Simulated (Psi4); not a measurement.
# SiH3O4 (SMILES [O][Si](O)(O)O) at UHF/6-31G(d) (spherical functions)

Aim: the vertical doublet–quartet gap of SiH3O4 at UHF/6-31G* (spherical functions), from 2 runs. 

The calculation is run with Psi4 1.11.

7 further runs of the same task are left out: 5 that didn't finish, 2 set aside as unsound or not needed.

### Step 1. The structure to begin with

The species is SiH3O4 (8 atoms), meant as a doublet with charge 0. As SMILES, `[O][Si](O)(O)O`. Geometry: relaxed at PBE0-D4/def2-TZVP. This is one conformer, not always the lowest.

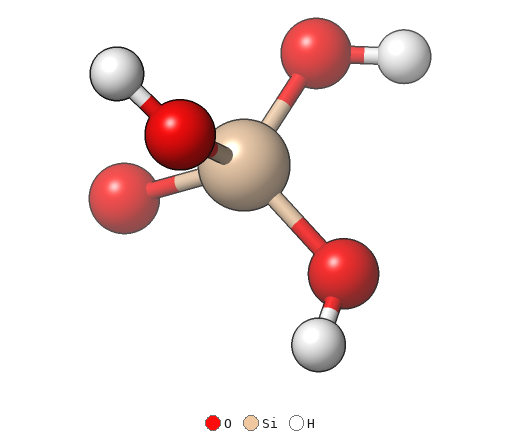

The structure, seen from a chosen angle (oxygen red, silicon light orange, hydrogen white).

### Step 2. The energy at UHF/6-31G(d) (spherical functions)

Input file h3o4si.inp:

```
memory 2200 mb

molecule {
  0 2
  O     -1.417600     0.247800     1.193000
  Si    -0.195800     0.058700     0.091000
  O      1.117100    -0.067300     1.049800
  O     -0.249900     1.339100    -0.902700
  O     -0.266300    -1.263500    -0.849700
  H      1.271400     0.633000     1.686700
  H     -0.094000     1.173100    -1.833800
  H     -0.165000    -2.120800    -0.434300
  symmetry c1
}

set globals {
  basis         6-31G*
  reference     uhf
  puream        true
  e_convergence 1e-09
  d_convergence 1e-08
  scf_type      pk
  maxiter       100
}

e = energy('scf')
```

Command:

```console
$ psi4 -i h3o4si.inp -o h3o4si.out -n 1
```

h3o4si.out:

```text
[...]
  Running in c1 symmetry.
[...]
  Nuclear repulsion =  257.364163159559894
[...]
  Multiplicity = 2
[...]
  Nalpha       = 25
  Nbeta        = 24
[...]
    Number of basis functions: 80
[...]
   @UHF iter   1:  -590.02219877330845   -1.26041e+00   8.10678e-03 ADIIS/DIIS
[...]
   @UHF iter  27:  -590.24746502212577   -5.57066e-11   7.90322e-09 DIIS
[...]
   @S^2 Observed:                7.553066178E-01
[...]
    Orbital Energies [Eh]
    ---------------------
    Alpha Occupied:
       1A    -68.855309     2A    -20.627273     3A    -20.577948
       4A    -20.576776     5A    -20.575488     6A     -6.201251
       7A     -4.309631     8A     -4.309434     9A     -4.309016
      10A     -1.399645    11A     -1.357234    12A     -1.350543
      13A     -1.346082    14A     -0.791089    15A     -0.732178
      16A     -0.726842    17A     -0.666013    18A     -0.638044
      19A     -0.592878    20A     -0.575164    21A     -0.564667
      22A     -0.553753    23A     -0.541730    24A     -0.522574
      25A     -0.512344
    Alpha Virtual:
[...]
  @UHF Final Energy:  -590.24746502212577
   => Energetics <=
    Nuclear Repulsion Energy =            257.3641631595598938
    One-Electron Energy =               -1329.7522794847518526
    Two-Electron Energy =                 482.1406513030661927
    Total Energy =                       -590.2474650221257662
  UHF NO Occupations:
  HONO-2 :   23  A 1.9994899
  HONO-1 :   24  A 1.9984351
[...]
 Multipole Moments:
 ------------------------------------------------------------------------------------
     Multipole            Electronic (a.u.)      Nuclear  (a.u.)        Total (a.u.)
 ------------------------------------------------------------------------------------
 L = 1.  Multiply by 2.5417464519 to convert [e a0] to [Debye]
 Dipole X            :         -0.9839636            1.4672624            0.4832988
 Dipole Y            :          0.1822182           -0.4553827           -0.2731644
 Dipole Z            :          0.6772417           -0.8352359           -0.1579943
 Magnitude           :                                                    0.5771990
[...]
```

Run time: 3 s. Hardware: 1 thread of Intel Xeon 6975P-C (Granite Rapids), shared host; peak memory 0.27 GiB.

### Step 3. The quartet: energy and gradient at UHF/6-31G(d) (spherical functions)

Input file input.dat:

```
memory 2.2 GB

molecule {
  0 4
  O     -1.417600     0.247800     1.193000
  Si    -0.195800     0.058700     0.091000
  O      1.117100    -0.067300     1.049800
  O     -0.249900     1.339100    -0.902700
  O     -0.266300    -1.263500    -0.849700
  H      1.271400     0.633000     1.686700
  H     -0.094000     1.173100    -1.833800
  H     -0.165000    -2.120800    -0.434300
  symmetry c1
}

set globals {
  basis 6-31G*
  reference uhf
  puream true
  e_convergence 1e-09
  d_convergence 1e-08
  scf_type pk
  maxiter 100
}

E, wfn = gradient("scf", return_wfn=True)
oeprop(wfn, "LOWDIN_CHARGES", "MAYER_INDICES", "DIPOLE", title="SCF")
```

Command:

```console
$ psi4 -n 1 input.dat output.dat
```

output.dat, cut to the lines that bear on the results:

```text
[...]
  Running in c1 symmetry.
[...]
  Nuclear repulsion =  257.364163159559894
[...]
  Multiplicity = 4
[...]
  Nalpha       = 26
  Nbeta        = 23
[...]
    Number of basis functions: 80
[...]
   @UHF iter   1:  -589.63787670690260   -8.76086e-01   8.69033e-03 DIIS/ADIIS
[...]
   @UHF iter  30:  -589.91037787575351   -4.77485e-12   7.87683e-09 DIIS
[...]
   @S^2 Observed:                3.763845819E+00
[...]
  @UHF Final Energy:  -589.91037787575351
   => Energetics <=
    Nuclear Repulsion Energy =            257.3641631595598938
    One-Electron Energy =               -1327.8676606856643048
    Two-Electron Energy =                 480.5931196503509000
    Total Energy =                       -589.9103778757535110
  UHF NO Occupations:
  HONO-2 :   24  A 1.0000000
  HONO-1 :   25  A 1.0000000
[...]
  -Total Gradient:
     Atom            X                  Y                   Z
    ------   -----------------  -----------------  -----------------
       1        0.118298219353    -0.032237348412    -0.113279273456
       2       -0.111056812768     0.046069542722     0.106821365905
       3        0.001611029905    -0.009471330209    -0.007269137546
       4       -0.002009304972    -0.008779311090    -0.001854158100
       5       -0.004460489219     0.007417120311     0.016789725604
       6       -0.003043495444     0.000432261558     0.002130380703
       7        0.001592538461     0.001636987483    -0.001846114535
       8       -0.000931685318    -0.005067922363    -0.001492788575
[...]
 Multipole Moments:
 ------------------------------------------------------------------------------------
     Multipole            Electronic (a.u.)      Nuclear  (a.u.)        Total (a.u.)
 ------------------------------------------------------------------------------------
 L = 1.  Multiply by 2.5417464519 to convert [e a0] to [Debye]
 Dipole X            :         -1.8152259            1.4672624           -0.3479635
 Dipole Y            :          0.7356288           -0.4553827            0.2802461
 Dipole Z            :          1.4091086           -0.8352359            0.5738726
 Magnitude           :                                                    0.7272869
[...]
```

Wall time 5.1 s (1 thread of Intel Xeon 6975P-C (Granite Rapids), shared host); peak memory 0.27 GiB.

### Step 4. What came out

At UHF/6-31G* (spherical functions):

```
                                        quantity          value
                           doublet: total energy  -590.24747 Eh
                          doublet: dipole moment         1.47 D
     doublet: HOMO energy (highest over α and β)      -13.50 eV
      doublet: LUMO energy (lowest over α and β)        2.03 eV
                                   doublet: ⟨S²⟩          0.755
                           quartet: total energy  -589.91038 Eh
                          quartet: dipole moment         1.85 D
     quartet: HOMO energy (highest over α and β)       -2.20 eV
      quartet: LUMO energy (lowest over α and β)       -1.71 eV
                                   quartet: ⟨S²⟩          3.764
               quartet: largest force on an atom     8.584 eV/Å
vertical energy of the quartet above the doublet       9.173 eV
```

What this shows: At this shape the quartet lies 9.17 eV (885 kJ/mol) above the doublet.
